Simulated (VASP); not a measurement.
Band structure of W₂N (space group P-3m1). These are PBE GGA, VASP's PBE PAW potentials (set 64) (plane waves; VASP) values and carry that method's errors.

Unless said otherwise, spin-orbit coupling is left out, though it shifts the bands of the heavy elements here.

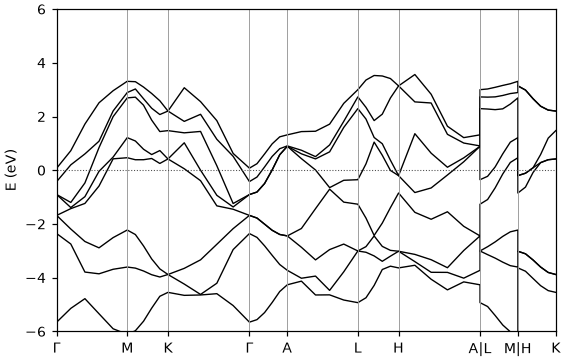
Bands along high-symmetry lines, zero at the valence-band maximum or, without a gap, the Fermi level

Task: Read the plot: is there a gap, and where are the band edges?

Result: It has no gap at this level: it comes out as a metal or semimetal.

The structure was generated: W2N was put into an ordered model structure, which need not be its known phase. The cell was not relaxed at this level. The electron count is odd and the run is not spin-polarised, which forces a metal. VASP warned that the highest band is occupied, so more bands are needed.
